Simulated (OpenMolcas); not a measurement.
**A workflow on BH2O2F (SMILES OB(O)F)**

Wanted: the energy (HF/ANO-RCC-MB), then a single-point energy (CASSCF(2,2)/ANO-RCC-VDZP), then an energy scan (CASPT2(2,2)/ANO-RCC-VDZP), then the energy along one coordinate (SC-NEVPT2(2,2)/ANO-RCC-VDZP), then the energy along one coordinate (MC-PDFT[tPBE](2,2)/ANO-RCC-VDZP) of BH2O2F. 

Program for the calculation: OpenMolcas 26.06.

**1. The structure to begin with**

BH2O2F: 6 atoms, total charge 0, spin state singlet. As SMILES, `OB(O)F`. The shape is that of a PBE0-D4/def2-TZVP optimisation. This is one conformer, not always the lowest.

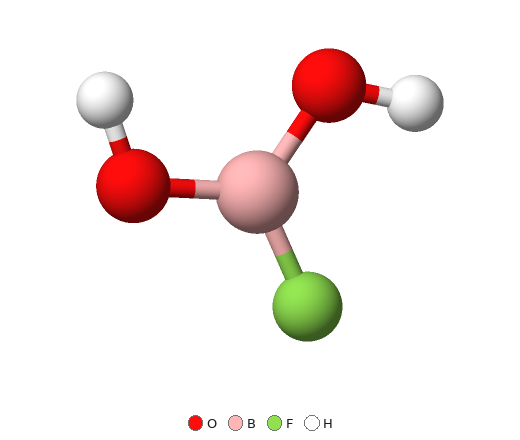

Viewed from a chosen angle; oxygen red, boron pink, fluorine green, hydrogen white.

**2. The energy at HF/ANO-RCC-MB (DKH2) (run 1)**

The input, input.xyz:

```xyz
6

O     -0.477500     0.971000    -0.208400
B     -0.023800    -0.307500    -0.106500
O      0.989400    -0.635200     0.726100
F     -0.573100    -1.280600    -0.833200
H     -1.198900     1.066100    -0.834300
H      1.326000     0.122200     1.210000
```

The input, step1.input:

```
&GATEWAY
Coord
input.xyz
Basis
ANO-RCC-MB
Group
NoSym
&SEWARD
&SCF
PrOrbitals
0
&LOCALISATION
Occupied
Freeze
Pipek-Mezey
&LOCALISATION
FileOrb
$Project.LocOrb
Virtual
Pipek-Mezey
```

Run with:

```console
export MOLCAS_MEM=1860
pymolcas step1.input > step1.log
```

Output:

```text
--- Start Module: gateway ---
[...]
--- Stop Module: gateway /rc=_RC_ALL_IS_WELL_ ---
[...]
      Basis functions           22
[...]
       Convergence after   9 Iterations
[...]
::    Total SCF energy                               -275.1551923584
[...]
      Total spin, S                                     0.0000000000
[...]
      Total electronic charge=   32.000000
      Total            charge=   -0.000000
[...]
      Dipole Moment (debye):
      Origin of the operator (angstrom)=   -0.0443   -0.3303   -0.1303
                   X= -5.9114E-01               Y=  2.0837E+00               Z= -3.3205E-02           Total=  2.1662E+00
      Quadrupole Moment (debye*angstrom):
[...]
--- Start Module: localisation ---
[...]
--- Stop Module: localisation /rc=_RC_ALL_IS_WELL_ ---
--- Start Module: localisation ---
[...]
--- Stop Module: localisation /rc=_RC_ALL_IS_WELL_ ---
[...]
```

Run time: 3.9 s. Hardware: 1 thread of AMD EPYC 7R43 (Zen 3), shared host; peak memory 0.38 GiB.

**3. A single-point energy at CASSCF(2,2)/ANO-RCC-VDZP (DKH2) (run 2)**

input.xyz is that of step 2.

The input, step2.input:

```
>>> EXPORT MOLCAS_PRINT=2

&GATEWAY
  Coord
  input.xyz
  Basis
  ANO-RCC-MB
  Group
  NoSym

&SEWARD

&RASSCF
  FileOrb
  $CurrDir/step1.LocOrb
  Alter
  2
  1 15 16
  1 17 22
  Spin
  1
  Nactel
  2 0 0
  Inactive
  15
  Ras2
  2
  OrbListing
  Nothing
>>> COPY $Project.RunFile RUNFIL1
>>> COPY $Project.RasOrb INPORB

&GATEWAY
  Coord
  input.xyz
  Basis
  ANO-RCC-VDZP
  Group
  NoSym

&SEWARD
>>> COPY $Project.RunFile RUNFIL2

&EXPBAS

&RASSCF
  FileOrb
  $Project.ExpOrb
  Spin
  1
  Nactel
  2 0 0
  Inactive
  15
  Ras2
  2
  OrbListing
  Nothing
  OrbAppear
  Compact
```

Run with:

```console
export MOLCAS_MEM=1860
pymolcas step2.input > step2.log
```

Output:

```text
--- Start Module: gateway ---
[...]
--- Stop Module: gateway /rc=_RC_ALL_IS_WELL_ ---
[...]
      Basis functions           22
[...]
      Number of active orbitals                  2
[...]
      Spin quantum number                      0.0
[...]
      Active orbitals                            2
[...]
      Number of CSFs                             3
[...]
      Number of root(s) required                 1
[...]
      Convergence after 15 iterations
[...]
      printout of CI-coefficients larger than  0.05 for root  1
      energy=    -275.165558
      conf/sym  11     Coeff  Weight
             1  20   0.99747 0.99494
             3  02  -0.07111 0.00506
      Natural orbitals and occupation numbers for root  1
      sym 1:   1.989886   0.010114
      ************************************************************************************************************************
      *                                                    Final results                                                     *
[...]
::    RASSCF root number  1 Total energy:   -275.16555760
[...]
      Basis functions           66
[...]
--- Start Module: expbas ---
[...]
--- Stop Module: expbas /rc=_RC_ALL_IS_WELL_ ---
--- Start Module: rasscf ---
[...]
      Convergence after 15 iterations
[...]
      Natural orbitals and occupation numbers for root  1
      sym 1:   1.988441   0.011559
      ************************************************************************************************************************
      *                                                    Final results                                                     *
[...]
::    RASSCF root number  1 Total energy:   -275.51838632
[...]
      Total electronic charge=   32.000000
      Total            charge=   -0.000000
[...]
      Dipole Moment (debye):
      Origin of the operator (angstrom)=   -0.0443   -0.3303   -0.1303
                   X= -4.5290E-01               Y=  2.0342E+00               Z=  7.9297E-02           Total=  2.0855E+00
      Quadrupole Moment (debye*angstrom):
[...]
--- Stop Module: rasscf /rc=_RC_ALL_IS_WELL_ ---
[...]
```

It took 15 s on 1 thread of AMD EPYC 7R43 (Zen 3), shared host; peak memory 0.42 GiB.

**4. The energy along one coordinate at CASPT2(2,2)/ANO-RCC-VDZP (DKH2, ipea shift 0.25 Eh, pt2 variant SS) (run 3)**

The input, step3.inp:

```
>>> COPY $CurrDir/step2.RasOrb $Project.RasOrb
>>> ForEach K in (1, 2, 3, 4, 5, 6, 7, 8, 9)
&GATEWAY
COORD=$CurrDir/point$K.xyz
BASIS=ANO-RCC-VDZP
GROUP=NoSym
&SEWARD
&RASSCF
FILEORB=$Project.RasOrb
SPIN=1
NACTEL=2 0 0
INACTIVE=15
RAS2=2
ORBLISTING=Nothing
ORBAPPEAR=Compact
&CASPT2
IMAGINARY=0.2
FROZEN=4
>>> EndDo
```

Run with:

```console
export MOLCAS_MEM=1860
pymolcas step3.inp > step3.log
```

Output:

```text
[...]
      Basis functions           66
[...]
      Number of active orbitals                  2
[...]
      Spin quantum number                      0.0
[...]
      Active orbitals                            2
[...]
      Number of CSFs                             3
[...]
      Number of root(s) required                 1
[...]
      Convergence after 14 iterations
[...]
      Natural orbitals and occupation numbers for root  1
      sym 1:   1.992649   0.007351
      ************************************************************************************************************************
      *                                                    Final results                                                     *
[...]
::    RASSCF root number  1 Total energy:   -275.49725597
[...]
::    CASPT2 Root  1     Total energy:   -276.13177831
[...]
      Convergence after 14 iterations
[...]
      Natural orbitals and occupation numbers for root  1
      sym 1:   1.988456   0.011544
      ************************************************************************************************************************
      *                                                    Final results                                                     *
[...]
      Convergence after 14 iterations
[...]
      Natural orbitals and occupation numbers for root  1
      sym 1:   1.807641   0.192359
      ************************************************************************************************************************
      *                                                    Final results                                                     *
[...]
      Convergence after 13 iterations
[...]
      Natural orbitals and occupation numbers for root  1
      sym 1:   1.564957   0.435043
      ************************************************************************************************************************
      *                                                    Final results                                                     *
[...]
      Convergence after 12 iterations
[...]
      Natural orbitals and occupation numbers for root  1
      sym 1:   1.275731   0.724269
      ************************************************************************************************************************
      *                                                    Final results                                                     *
[...]
::    RASSCF root number  1 Total energy:   -275.31268383
[...]
::    CASPT2 Root  1     Total energy:   -275.92131897
[...]
      Convergence after 10 iterations
[...]
::    RASSCF root number  1 Total energy:   -275.30901892
[...]
::    CASPT2 Root  1     Total energy:   -275.91429764
[...]
```

Run time: 1.7 min. Hardware: 1 thread of AMD EPYC 7R43 (Zen 3), shared host; peak memory 0.42 GiB.

The scan, from its lowest point:

```
B2–O1 (Å)  energy (kJ/mol)
    1.224             60.5
    1.360              0.0
    1.496             25.3
    1.701            126.1
    1.973            279.7
    2.313            437.7
    2.721            553.9
    3.265            613.1
    4.081            631.5
```

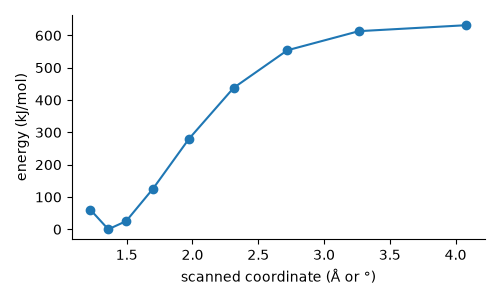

Energy along the scan.

**5. An energy scan at SC-NEVPT2(2,2)/ANO-RCC-VDZP (DKH2, pt2 variant SC-NEVPT2) (run 4)**

The input, step4.inp:

```
>>> COPY $CurrDir/step2.RasOrb $Project.RasOrb
>>> ForEach K in (1, 2, 3, 4, 5, 6, 7, 8, 9)
&GATEWAY
COORD=$CurrDir/point$K.xyz
BASIS=ANO-RCC-VDZP
GROUP=NoSym
&SEWARD
&RASSCF
FILEORB=$Project.RasOrb
SPIN=1
NACTEL=2 0 0
INACTIVE=15
RAS2=2
ORBLISTING=Nothing
ORBAPPEAR=Compact
&CASPT2
SC-NEVPT2
FROZEN=4
>>> EndDo
```

Run with:

```console
export MOLCAS_MEM=1860
pymolcas step4.inp > step4.log
```

Output:

```text
[...]
      Basis functions           66
[...]
      Number of active orbitals                  2
[...]
      Spin quantum number                      0.0
[...]
      Active orbitals                            2
[...]
      Number of CSFs                             3
[...]
      Number of root(s) required                 1
[...]
      Convergence after 14 iterations
[...]
      printout of CI-coefficients larger than  0.05 for root  1
      energy=    -275.497256
      conf/sym  11     Coeff  Weight
             1  20   0.99816 0.99632
             3  02  -0.06063 0.00368
      Natural orbitals and occupation numbers for root  1
      sym 1:   1.992649   0.007351
      ************************************************************************************************************************
      *                                                    Final results                                                     *
[...]
::    RASSCF root number  1 Total energy:   -275.49725597
[...]
      E2 (Variational):          -0.6295662669
[...]
::    SC-NEVPT2 Root  1     Total energy:   -276.12674640
[...]
      Convergence after 14 iterations
[...]
      Natural orbitals and occupation numbers for root  1
      sym 1:   1.988456   0.011544
      ************************************************************************************************************************
      *                                                    Final results                                                     *
[...]
      Convergence after 14 iterations
[...]
      Natural orbitals and occupation numbers for root  1
      sym 1:   1.807641   0.192359
      ************************************************************************************************************************
      *                                                    Final results                                                     *
[...]
      Convergence after 13 iterations
[...]
      Natural orbitals and occupation numbers for root  1
      sym 1:   1.564957   0.435043
      ************************************************************************************************************************
      *                                                    Final results                                                     *
[...]
      Convergence after 12 iterations
[...]
::    RASSCF root number  1 Total energy:   -275.31268383
[...]
::    SC-NEVPT2 Root  1     Total energy:   -275.91605285
[...]
      Convergence after 10 iterations
[...]
::    RASSCF root number  1 Total energy:   -275.30901892
[...]
      E2 (Variational):          -0.6003978819
[...]
      Reference weight:           0.85878
[...]
::    SC-NEVPT2 Root  1     Total energy:   -275.90941680
[...]
```

It took 1.8 min on 1 thread of AMD EPYC 7R43 (Zen 3), shared host; peak memory 0.42 GiB.

The scan, from its lowest point:

```csv
B2–O1 (Å),energy (kJ/mol)
1.224,64.0
1.360,0.0
1.496,21.6
1.701,117.2
1.973,268.9
2.313,433.6
2.721,557.5
3.265,617.2
4.081,634.6
```

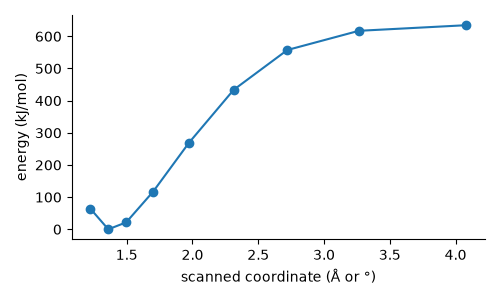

Energy along the scan.

**6. The energy along one coordinate at MC-PDFT[tPBE](2,2)/ANO-RCC-VDZP (DKH2) (run 5)**

The input, step5.inp:

```
>>> COPY $CurrDir/step2.RasOrb $Project.RasOrb
>>> ForEach K in (1, 2, 3, 4, 5, 6, 7, 8, 9)

&gateway
 coord=$CurrDir/point$K.xyz
 basis=ANO-RCC-VDZP
 group=NoSym

&seward

&rasscf
 fileorb=$Project.RasOrb
 spin=1
 nactel=2 0 0
 inactive=15
 ras2=2
 orblisting=Nothing
 orbappear=Compact

&mcpdft
 ksdft=T:PBE
>>> EndDo
```

Run with:

```console
export MOLCAS_MEM=1860
pymolcas step5.inp > step5.log
```

Output:

```text
--- Start Module: gateway ---
[...]
      Basis functions           66
[...]
      Number of active orbitals                  2
[...]
      Spin quantum number                      0.0
[...]
      Active orbitals                            2
[...]
      Number of CSFs                             3
[...]
      Number of root(s) required                 1
[...]
      Convergence after 14 iterations
[...]
      printout of CI-coefficients larger than  0.05 for root  1
      energy=    -275.497256
      conf/sym  11     Coeff  Weight
             1  20   0.99816 0.99632
             3  02  -0.06063 0.00368
      Natural orbitals and occupation numbers for root  1
      sym 1:   1.992649   0.007351
      ************************************************************************************************************************
      *                                                    Final results                                                     *
[...]
::    RASSCF root number  1 Total energy:   -275.49725597
[...]
::    MCPDFT root number  1 Total energy:   -276.49174455
[...]
      Convergence after 14 iterations
[...]
      Natural orbitals and occupation numbers for root  1
      sym 1:   1.988456   0.011544
      ************************************************************************************************************************
      *                                                    Final results                                                     *
[...]
      Convergence after 14 iterations
[...]
      Natural orbitals and occupation numbers for root  1
      sym 1:   1.807641   0.192359
      ************************************************************************************************************************
      *                                                    Final results                                                     *
[...]
      Convergence after 13 iterations
[...]
      Natural orbitals and occupation numbers for root  1
      sym 1:   1.564957   0.435043
      ************************************************************************************************************************
      *                                                    Final results                                                     *
[...]
      Convergence after 12 iterations
[...]
::    RASSCF root number  1 Total energy:   -275.31268383
[...]
::    MCPDFT root number  1 Total energy:   -276.27355823
[...]
      Convergence after 10 iterations
[...]
::    RASSCF root number  1 Total energy:   -275.30901892
[...]
      Total electronic charge=   32.000000
      Total            charge=   -0.000000
[...]
::    MCPDFT root number  1 Total energy:   -276.26652911
[...]
```

Wall time 2.3 min (1 thread of AMD EPYC 7R43 (Zen 3), shared host); peak memory 0.42 GiB.

The scan, from its lowest point:

```
B2–O1 (Å)  energy (kJ/mol)
    1.224             59.2
    1.360              0.0
    1.496             24.8
    1.701            123.2
    1.973            273.2
    2.313            433.0
    2.721            562.9
    3.265            632.1
    4.081            650.5
```

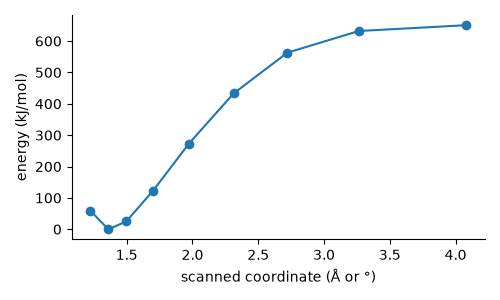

Energy along the scan.

**7. What came out**

| quantity | value |
| --- | --- |
| run 1, HF/ANO-RCC-MB: total energy | -275.15519 Eh |
| run 1, HF/ANO-RCC-MB: dipole moment | 2.17 D |
| run 1, HF/ANO-RCC-MB: HOMO energy | -15.18 eV |
| run 1, HF/ANO-RCC-MB: LUMO energy | 5.12 eV |
| run 1, HF/ANO-RCC-MB: HOMO–LUMO gap | 20.30 eV |
| run 2, CASSCF(2,2)/ANO-RCC-VDZP: total energy | -275.51839 Eh |
| run 2, CASSCF(2,2)/ANO-RCC-VDZP: dipole moment (CASSCF density) | 2.09 D |
| run 3, CASPT2(2,2)/ANO-RCC-VDZP: lowest energy of the scan | -276.15483 Eh |
| run 4, SC-NEVPT2(2,2)/ANO-RCC-VDZP: lowest energy of the scan | -276.15112 Eh |
| run 5, MC-PDFT[tPBE](2,2)/ANO-RCC-VDZP: lowest energy of the scan | -276.51430 Eh |
